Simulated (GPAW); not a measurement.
# Ga2O3 (C2/m): G0W0 on several meshes in GPAW

How does the mesh move the gap of Ga2O3 (C2/m)?

Method: PBE and many-body steps on it, plane waves, in GPAW 26.7.0.

## 1. Starting point

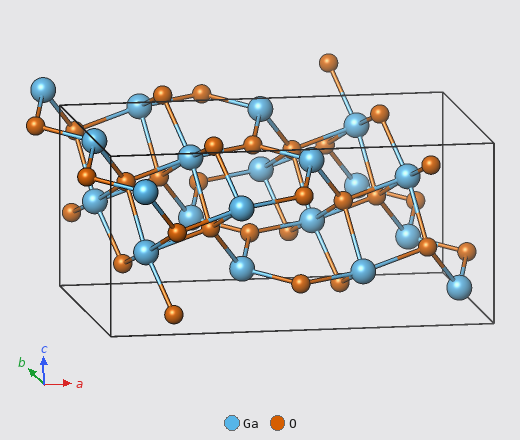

Start, viewed from a free direction; gallium blue, oxygen orange. 1×2×1 cells are drawn. This picture shows the conventional cell, with its axes. Some periodic images of atoms are drawn too.

As a file:

```cif
data_structure
_symmetry_space_group_name_H-M 'P 1'
_symmetry_Int_Tables_number 1
_cell_length_a 6.2930
_cell_length_b 6.2930
_cell_length_c 5.7981
_cell_angle_alpha 103.414
_cell_angle_beta 103.414
_cell_angle_gamma 27.928
_cell_volume 104.42
loop_
_atom_site_label
_atom_site_type_symbol
_atom_site_fract_x
_atom_site_fract_y
_atom_site_fract_z
_atom_site_occupancy
Ga1 Ga 0.09050 0.09050 0.79460 1
Ga2 Ga 0.90950 0.90950 0.20540 1
Ga3 Ga 0.65866 0.65866 0.31402 1
Ga4 Ga 0.34134 0.34134 0.68598 1
O5 O 0.16450 0.16450 0.10980 1
O6 O 0.83550 0.83550 0.89020 1
O7 O 0.17330 0.17330 0.56320 1
O8 O 0.82670 0.82670 0.43680 1
O9 O 0.49590 0.49590 0.25660 1
O10 O 0.50410 0.50410 0.74340 1
```

The cell and positions come from the Crystallography Open Database and are kept as given unless a step says otherwise.

## 2. Empty states on the mesh, 4×4×4 mesh, 361 bands

This step: GPAW 26.7.0; DFT, PBE, plane waves, PAW.

The sums over transitions need many empty states on a uniform mesh; this step solves for them.

The input, run.py:

```python
import json
import numpy as np
from gpaw.mpi import world
from gpaw import GPAW

calc = GPAW('gs.gpw').fixed_density(kpts={'size': (4, 4, 4), 'gamma': True},
    parallel={'domain': 1, 'band': 1},
    txt='nscf.txt')
calc.diagonalize_full_hamiltonian(nbands=361)
calc.write('full.gpw', mode='all')
res = {}
kpts = calc.get_ibz_k_points()
res['kpts'] = kpts
res['eigenvalues'] = [calc.get_eigenvalues(kpt=k) for k in range(len(kpts))]
res['n_electrons'] = calc.get_number_of_electrons()

if world.rank == 0:
    with open('result.json', 'w') as f:
        json.dump(res, f, default=lambda x: x.tolist())
```

Command:

```bash
> mpirun -n 4 gpaw python run.py
```

Numbers of over 12 decimals in the logs are rounded to 6 here.

The log of the run:

```text
Diagonalizing LCAO Hamiltonian
Converting LCAO to pw mode
convergence criteria:
- Maximum integral of absolute [eigenst]ate change: 4e-08 eV^2 / valence electron
maximum number of iterations: 100

SCF iterations
|iter     |     time |      energy | eigst |  dens |
|iter:   1|  |             | +0.40 |       |
|iter:   2|  |             | -1.15 |       |
|iter:   3|  |             | -2.05 |       |
[...]
|iter:  16|  |             | -7.17 |       |
|iter:  17|  |             | -7.39 |       |
|iter:  18|  |             | -7.57c|       |
SCF steps: 18
  __  _  _
 | _ |_)|_||  |
 |__||  | ||/\| - 26.7.0

Input parameters:
  mode=PW(ecut=600.0),
  convergence={'density': 1e-06, 'bands': -3},
  gpts=array([36, 36, 35]),
  kpts=MonkhorstPack(size=(4, 4, 4), gamma=True),
  maxiter=100,
  nbands=35,
  occupations=Occupations(name='fermi-dirac', width=0.001, fixmagmom=False),
  parallel={'domain': 1, 'band': 1},
  xc=XC(name='PBE')
Matrix size: 3506x3506
# Writing to full.gpw (mode='all')
  [... matrices ...]

timing:  # [seconds]
  Total: 294.320  # ━━━━━━━━━━━━━━━━━━━━━━━━━━━━━━━━━━━━━━━━━━━━━━━━━━━━━━━━━
```

It took 5.4 min on 4 MPI ranks of Arm Neoverse V2, shared host; peak memory 5.3 GiB; 22 min of CPU time.

Numbers from this step:

```yaml
gap: 2.431 eV
k_of_the_valence_top: 0.5, 0.5, 0.5
k_of_the_conduction_bottom: 0, 0, 0
least_direct_gap: 2.460 eV
k_points_computed: 24
lowest_point_of_the_top_converged_band_above_the_valence_top: 116.6438 eV
```

On this mesh the gap is 2.431 eV.

## 3. 4×4×4

Now the one-shot GW correction: screening in the RPA, then the self-energy of the levels asked for.

This step: G0W0 on PBE, plane waves, PAW.

The input, run.py:

```python
import json
import numpy as np
from gpaw.mpi import world
from gpaw.response.g0w0 import G0W0

gw = G0W0('full.gpw',
    filename='gw',
    kpts=[0, 23],
    bands=(22, 26),
    ecut=78,
    nbands=163,
    integrate_gamma='WS',
    ppa=True)
gw.calculate()
res = {mode: {k: v for k, v in r.items() if k != 'sigma_eskwn'}
       for mode, r in gw.all_results.items()}

if world.rank == 0:
    with open('result.json', 'w') as f:
        json.dump(res, f, default=lambda x: x.tolist())
```

Command:

```bash
> mpirun -n 4 gpaw python run.py
```

The log of the run:

```text
Using integrator: PointIntegrator
FrequencyGridDescriptor(from 0.000+0.000j to 0.000+27.211j eV, 2 points)
Nonperiodic BCs:  [False False False]
Using integrator: PointIntegrator
FrequencyGridDescriptor(from 0.000+0.000j to 0.000+27.211j eV, 2 points)
Nonperiodic BCs:  [False False False]
  ___  _ _ _
 |   || | | |
 | | || | | |
 |__ ||_____|
 |___|

BZ k-points: Symmetries present (total): 4

  [... matrices ...]
64 k-points: 4 x 4 x 4 Monkhorst-Pack grid + [1/8,1/8,1/8]
24 k-points in the irreducible part of the Brillouin zone
       k-points in crystal coordinates                weights
   0:     0.00000000    0.00000000    0.00000000          1/64
   1:     0.00000000    0.00000000    0.25000000          2/64
   2:     0.00000000    0.00000000    0.50000000          1/64
   3:     0.25000000   -0.25000000    0.00000000          2/64
   4:     0.25000000   -0.25000000    0.25000000          4/64
   5:     0.25000000   -0.25000000    0.50000000          2/64
   6:     0.25000000    0.00000000   -0.25000000          4/64
   7:     0.25000000    0.00000000    0.00000000          4/64
   8:     0.25000000    0.00000000    0.25000000          4/64
   9:     0.25000000    0.00000000    0.50000000          4/64
          ...
  23:     0.50000000    0.50000000    0.50000000          1/64

Distributing spins, k-points and bands (1 x 2 x 4) over 4 processes
Number of blocks: 1

Quasi particle states:
k-points (IBZ indices): [0, 23]
Band range: (22, 26)
  [... matrices ...]
Computational parameters:
Plane wave cut-off: 78 eV
Number of bands: 163
Coulomb cutoff: None
Broadening: 0.1 eV

fxc modes: GW
Kernel: RPA
Using Godby-Needs plasmon-pole approximation:
  Fitting energy: i*E0, E0 = 1.000 Hartree
Summing all q:

Calculating screened Coulomb potential
No Coulomb truncation
FrequencyGridDescriptor(from 0.000+0.000j to 0.000+27.211j eV, 2 points)
Removing empty qpoint cache files...

Calculating chi0 body with:
    Ground state adapter containing:
    Number of spins: 1
    Number of kpoints: 64
    Number of irreducible kpoints: 24
    Number of completely occupied states: 24
    Number of partially occupied states: 24
    Occupied states memory: 16.611328125 M / cpu

    Linear response parametrization:
    q_c: [0.0, 0.0, 0.0]
    Number of frequency points: 2
    Planewave cutoff: 78.0
    Number of bands: 163
    Number of planewaves: 165
    Broadening (eta): 1e-06
    comm.size: 4
    kncomm.size: 4
    blockcomm.size: 1

    Memory estimate of potentially large arrays:
        chi0_wGG: 0.830841 M / cpu
Integrating chi0 body.

Symmetries of q_c:
    Direct symmetries (Uq -> q): 4
    Indirect symmetries (TUq -> q): 0
In total 4 allowed symmetries.

  [... matrices ...]
24 groups of equivalent kpoints. 62.5% reduction.

Integral kind: response function
Integrating chi0 head and wings.

Symmetries of q_c:
    Direct symmetries (Uq -> q): 4
    Indirect symmetries (TUq -> q): 0
In total 4 allowed symmetries.

  [... matrices ...]
24 groups of equivalent kpoints. 62.5% reduction.

Integral kind: response function wings

Calculating chi0 body with:
    Ground state adapter containing:
    Number of spins: 1
    Number of kpoints: 64
    Number of irreducible kpoints: 24
    Number of completely occupied states: 24
    Number of partially occupied states: 24
    Occupied states memory: 16.611328125 M / cpu

    Linear response parametrization:
[... the further q-points ...]

Results:
f:      Occupation numbers
eps:     KS-eigenvalues [eV]
vxc:     KS vxc [eV]
exx:     Exact exchange [eV]
sigma:   Self-energies [eV]
dsigma:  Self-energy derivatives
Z:       Renormalization factors
qp:      QP-energies [eV]

k-point 0 (0): (0.000, 0.000, 0.000)                GW
band       f     eps     vxc     exx   sigma  dsigma       Z      qp
                                                                   GW
  22   1.000   4.721 -21.138 -26.645   4.740  -0.271   0.787   4.118
  23   1.000   4.994 -21.523 -27.160   4.870  -0.269   0.788   4.388
  24   0.000   7.453 -16.695 -12.320  -2.835  -0.184   0.845   8.754
  25   0.000  10.774 -17.097 -11.614  -3.346  -0.199   0.834  12.555

k-point 1 (23): (0.500, 0.500, 0.500)                GW
band       f     eps     vxc     exx   sigma  dsigma       Z      qp
                                                                   GW
  22   1.000   4.420 -21.067 -26.668   4.798  -0.269   0.788   3.788
  23   1.000   5.022 -21.086 -26.888   4.998  -0.274   0.785   4.391
  24   0.000  10.249 -18.334 -13.231  -3.019  -0.204   0.830  11.979
  25   0.000  10.403 -17.538 -12.342  -3.135  -0.207   0.829  12.110
```

Run time: 12 min. Hardware: 4 MPI ranks; peak memory 2.9 GiB.

This step gave:

```yaml
g0w0_gap_on_the_points_computed: 4.363 eV
least_direct_g0w0_gap_on_the_computed_points: 4.365 eV
z_at_the_valence_top: 0.7850
z_at_the_conduction_bottom: 0.8449
starting_gap_on_the_mesh: 2.431 eV
k_of_the_valence_top: 0.5, 0.5, 0.5
k_of_the_conduction_bottom: 0, 0, 0
```

The gap on the mesh goes from 2.43 eV to 4.36 eV, a correction of +1.93 eV.

## 4. Empty states on the mesh, 4×4×2 mesh, 173 bands

This step: DFT, PBE, plane waves, PAW.

The input, run.py:

```python
import json
import numpy as np
from gpaw.mpi import world
from gpaw import GPAW

calc = GPAW('gs.gpw').fixed_density(kpts={'size': (4, 4, 2), 'gamma': True},
    nbands=201,
    convergence={'bands': 173},
    txt='nscf.txt')
calc.write('full.gpw', mode='all')
res = {}
kpts = calc.get_ibz_k_points()
res['kpts'] = kpts
res['eigenvalues'] = [calc.get_eigenvalues(kpt=k) for k in range(len(kpts))]
res['n_electrons'] = calc.get_number_of_electrons()

if world.rank == 0:
    with open('result.json', 'w') as f:
        json.dump(res, f, default=lambda x: x.tolist())
```

Command:

```bash
> mpirun -n 4 gpaw python run.py
```

The log of the run:

```text
Diagonalizing LCAO Hamiltonian
Converting LCAO to pw mode
convergence criteria:
- Maximum integral of absolute [eigenst]ate change: 4e-08 eV^2 / valence electron
maximum number of iterations: 100

SCF iterations
|iter     |     time |      energy | eigst |  dens |
|iter:   1|  |             | +4.13 |       |
|iter:   2|  |             | +2.92 |       |
|iter:   3|  |             | +1.84 |       |
[...]
|iter:  12|  |             | -6.39 |       |
|iter:  13|  |             | -6.97 |       |
|iter:  14|  |             | -7.46c|       |
SCF steps: 14
  __  _  _
 | _ |_)|_||  |
 |__||  | ||/\| - 26.7.0

Input parameters:
  mode=PW(ecut=600.0),
  convergence={'bands': 173},
  gpts=array([36, 36, 35]),
  kpts=MonkhorstPack(size=(4, 4, 2), gamma=True),
  maxiter=100,
  nbands=201,
  occupations=Occupations(name='fermi-dirac', width=0.001, fixmagmom=False),
  parallel={},
  xc=XC(name='PBE')
# Writing to full.gpw (mode='all')
  [... matrices ...]

timing:  # [seconds]
  Total: 0.065  # ━━━━━━━━━━━━━━━━━━━━━━━━━━━━━━━━━━━━━━━━━━━━━━━━━━━━━━━━━━━
```

Run time: 1.8 min. Hardware: 4 MPI ranks; peak memory 1.3 GiB; 7.1 min of CPU time.

Numbers from this step:

```yaml
gap: 2.431 eV
k_of_the_valence_top: 0.5, 0.5, 0.5
k_of_the_conduction_bottom: 0, 0, 0
least_direct_gap: 2.460 eV
k_points_computed: 14
lowest_point_of_the_top_converged_band_above_the_valence_top: 64.3533 eV
```

On this mesh the gap is 2.431 eV.

## 5. 4×4×2

This step: G0W0 on PBE, plane waves, PAW.

The input, run.py:

```python
import json
import numpy as np
from gpaw.mpi import world
from gpaw.response.g0w0 import G0W0

gw = G0W0('full.gpw',
    filename='gw',
    kpts=[0, 13],
    bands=(22, 26),
    ecut=78,
    nbands=163,
    integrate_gamma='WS',
    ppa=True)
gw.calculate()
res = {mode: {k: v for k, v in r.items() if k != 'sigma_eskwn'}
       for mode, r in gw.all_results.items()}

if world.rank == 0:
    with open('result.json', 'w') as f:
        json.dump(res, f, default=lambda x: x.tolist())
```

Command:

```bash
> mpirun -n 4 gpaw python run.py
```

The log of the run:

```text
Using integrator: PointIntegrator
FrequencyGridDescriptor(from 0.000+0.000j to 0.000+27.211j eV, 2 points)
Nonperiodic BCs:  [False False False]
Using integrator: PointIntegrator
FrequencyGridDescriptor(from 0.000+0.000j to 0.000+27.211j eV, 2 points)
Nonperiodic BCs:  [False False False]
  ___  _ _ _
 |   || | | |
 | | || | | |
 |__ ||_____|
 |___|

BZ k-points: Symmetries present (total): 4

  [... matrices ...]
32 k-points: 4 x 4 x 2 Monkhorst-Pack grid + [1/8,1/8,1/4]
14 k-points in the irreducible part of the Brillouin zone
       k-points in crystal coordinates                weights
   0:     0.00000000    0.00000000    0.00000000          1/32
   1:     0.00000000    0.00000000    0.50000000          1/32
   2:     0.25000000   -0.25000000    0.00000000          2/32
[...]
9:     0.50000000    0.00000000    0.50000000          2/32
          ...
  13:     0.50000000    0.50000000    0.50000000          1/32

Distributing spins, k-points and bands (1 x 2 x 4) over 4 processes
Number of blocks: 1

Quasi particle states:
k-points (IBZ indices): [0, 13]
Band range: (22, 26)
  [... matrices ...]
Computational parameters:
Plane wave cut-off: 78 eV
Number of bands: 163
Coulomb cutoff: None
Broadening: 0.1 eV

fxc modes: GW
Kernel: RPA
Using Godby-Needs plasmon-pole approximation:
  Fitting energy: i*E0, E0 = 1.000 Hartree
Summing all q:

Calculating screened Coulomb potential
No Coulomb truncation
FrequencyGridDescriptor(from 0.000+0.000j to 0.000+27.211j eV, 2 points)
Removing empty qpoint cache files...

Calculating chi0 body with:
    Ground state adapter containing:
    Number of spins: 1
    Number of kpoints: 32
    Number of irreducible kpoints: 14
    Number of completely occupied states: 24
    Number of partially occupied states: 24
[...]
Number of frequency points: 2
    Planewave cutoff: 78.0
    Number of bands: 163
    Number of planewaves: 165
    Broadening (eta): 1e-06
    comm.size: 4
    kncomm.size: 4
    blockcomm.size: 1

    Memory estimate of potentially large arrays:
        chi0_wGG: 0.830841 M / cpu
Integrating chi0 body.

Symmetries of q_c:
    Direct symmetries (Uq -> q): 4
    Indirect symmetries (TUq -> q): 0
In total 4 allowed symmetries.

  [... matrices ...]
14 groups of equivalent kpoints. 56.25% reduction.

Integral kind: response function
Integrating chi0 head and wings.

Symmetries of q_c:
    Direct symmetries (Uq -> q): 4
    Indirect symmetries (TUq -> q): 0
In total 4 allowed symmetries.

  [... matrices ...]
14 groups of equivalent kpoints. 56.25% reduction.

Integral kind: response function wings

Calculating chi0 body with:
    Ground state adapter containing:
    Number of spins: 1
    Number of kpoints: 32
    Number of irreducible kpoints: 14
    Number of completely occupied states: 24
    Number of partially occupied states: 24
    Occupied states memory: 16.611328125 M / cpu

    Linear response parametrization:
[... the further q-points ...]

Results:
f:      Occupation numbers
eps:     KS-eigenvalues [eV]
vxc:     KS vxc [eV]
exx:     Exact exchange [eV]
sigma:   Self-energies [eV]
dsigma:  Self-energy derivatives
Z:       Renormalization factors
qp:      QP-energies [eV]

k-point 0 (0): (0.000, 0.000, 0.000)                GW
band       f     eps     vxc     exx   sigma  dsigma       Z      qp
                                                                   GW
  22   1.000   4.721 -21.138 -26.630   4.739  -0.273   0.786   4.129
  23   1.000   4.994 -21.523 -27.240   4.935  -0.271   0.787   4.378
  24   0.000   7.453 -16.695 -12.253  -2.895  -0.185   0.844   8.758
[...]
k-point 1 (13): (0.500, 0.500, 0.500)                GW
band       f     eps     vxc     exx   sigma  dsigma       Z      qp
                                                                   GW
[...]
24   0.000  10.249 -18.334 -13.242  -3.022  -0.204   0.831  11.968
  25   0.000  10.403 -17.538 -12.353  -3.138  -0.207   0.828  12.099
```

The job ended after 3.7 min (4 MPI ranks; peak memory 1.9 GiB; 15 min of CPU time).

Numbers from this step:

```yaml
g0w0_gap_on_the_points_computed: 4.361 eV
least_direct_g0w0_gap_on_the_computed_points: 4.380 eV
z_at_the_valence_top: 0.7844
z_at_the_conduction_bottom: 0.8440
starting_gap_on_the_mesh: 2.431 eV
k_of_the_valence_top: 0.5, 0.5, 0.5
k_of_the_conduction_bottom: 0, 0, 0
```

Against G0W0 in GPAW (4×4×4 mesh, 163 bands, screening to 78 eV, Godby-Needs plasmon pole), the gap moves by −0.002 eV.

## 6. The runs together

Times are wall times on 4 MPI ranks of Arm Neoverse V2, shared host, good to a factor of about two.

| run | mesh | bands | screening cutoff (eV) | DFT gap (eV) | gap on the mesh (eV) | direct (eV) | time |
| --- | --- | --- | --- | --- | --- | --- | --- |
| 4×4×4 | 4×4×4 | 163 | 78 | 2.431 | 4.363 | 4.365 | 12 min |
| 4×4×2 | 4×4×2 | 163 | 78 | 2.431 | 4.361 | 4.380 | 3.7 min |

## 7. Summary of results

- 4×4×4: 4.363 eV
- 4×4×2: 4.361 eV
- known limits: not at the basis limit; no spin-orbit coupling; coarse k mesh

In words: 4×4×2: −0.002 eV against 4×4×4. Bands and cutoff are finite, so the gap is not at the basis limit. The miss can reach some tenths of an eV and take either sign; the mesh is an error of its own. These stock PAW sets were not made for GW; the filled d or f shell of Ga lies in the frozen core, which bears on start and correction. In the G0W0 runs levels were corrected at 2 k points alone, so a gap called «on the mesh» is the least over those, and an edge elsewhere would be missed. The many-body steps are scalar-relativistic: spin-orbit coupling is not in them.

[Paths, hosts, dates, memory and timing lines, banners, echoed tables and standing remarks are left out of the program output.]

[Logs are printed without paths, hosts, clocks, repeated set-up lines and the standing remarks that a program may print on its own settings, such as how far it seeks lower states.]

[Runs of the session that timed out or met a known fault of the program may be left out.]

[Hosts, paths, dates, database ids (printed as entryN), source tags and the programs' standing remarks are cut or masked in the printed files.]
